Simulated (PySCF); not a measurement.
**C$_{5}$H$_{8}$AlN: density, localisation and related maps**

The calculation's input:

```
{"job": {"kind": "nmr", "xc": "PBE0", "basis": "pcSseg-1"}, "charge": 0, "multiplicity": 1}
C      4.294659     0.198641     1.755007
C      3.426601     0.002071     0.931857
Al     2.106694    -0.312032    -0.479355
N      0.373229     0.213244     0.358410
C     -0.762930     0.265700     0.210607
C     -2.177147     0.287110     0.013954
C     -2.629842    -1.012477    -0.662768
H      5.044229     0.370985     2.479345
H      1.989925     0.689738    -1.683760
H      1.647333    -1.775397    -0.829465
H     -2.670013     0.411861     0.982435
H     -2.420094     1.149782    -0.613458
H     -2.409036    -1.868618    -0.030630
H     -3.700895    -0.974420    -0.841960
H     -2.117125    -1.143852    -1.612132
```

Launched as:

```sh
OMP_NUM_THREADS=1 python probes_run.py task.json out
```

Geometry: GFN2-xTB.

Theory: PySCF, PBE0/pcSseg-1, SCF density, gas phase, non-relativistic.

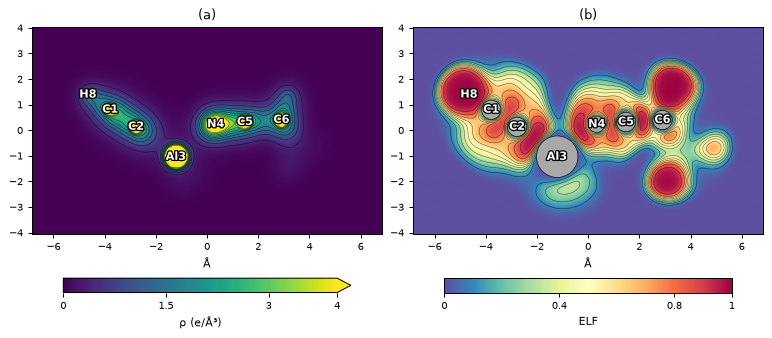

Figure 1. (a) electron density; (b) ELF on the plane of atoms Al3, N4 and C5. Grey discs cover the atomic cores in the ELF map.

Question: What do the fields say about this system?

Answer: The plane passes through C, Al, N and H nuclei. C–N (1.15 Å): the density is about 3.5 e/Å³ at the midpoint; the ELF peaks at about 0.85 between the atoms (a short, multiple covalent bond). C–C (1.21 Å): the density is about 2.7 e/Å³ at the midpoint; the ELF peaks at about 0.85 between the atoms: a multiple bond. C–Al (1.96 Å): the density is about 0.66 e/Å³ at the midpoint; the ELF peaks at about 1 between the atoms (a shared but strongly polarised pair). Al–N (2.00 Å): ρ is about 0.45 e/Å³ halfway; the ELF peaks at about 0.95 in the valence shell of N, 0.7 Å from its nucleus, and is about 0.60 at the midpoint. C–H (1.06 Å): ρ is about 2.1 e/Å³ halfway; the ELF climbs to about 1 towards the hydrogen, as it does in any bond to H (an ordinary covalent bond to hydrogen).

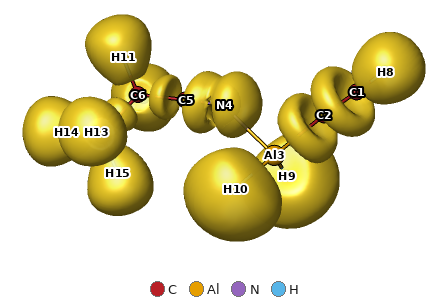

Figure 2. Isosurface of the ELF at 0.75 (yellow), seen at a tilt. Only the valence region is drawn (cores and ρ < 0.01 e/Å³ removed).

Question: Where are the electrons localised?

Answer: The surface consists of three regions between bonded C–C atoms (shared pairs), eight regions around hydrogen nuclei, one lobe of the valence shell of C pointing towards Al (polar bonds) and one region on N in which the atom's valence shell and bonds are merged.

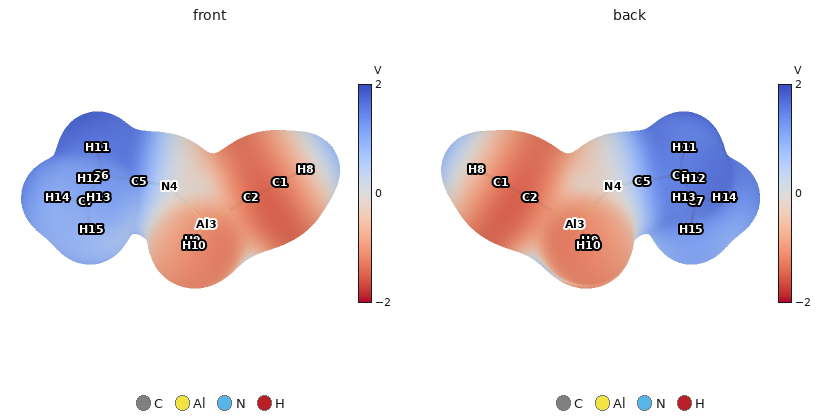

Figure 3. The molecular electrostatic potential painted on the density surface at 0.001 e/bohr³, seen from the front and from behind; red is negative and blue positive.

Question: Where is the surface potential most negative and most positive?

Answer: The most negative region (about −1.5 V) lies over C1 and C2, the most positive (about +1.7 V) over H11.

Question: How polar is the molecule by this calculation?

Answer: Its dipole moment is 8.06 D.
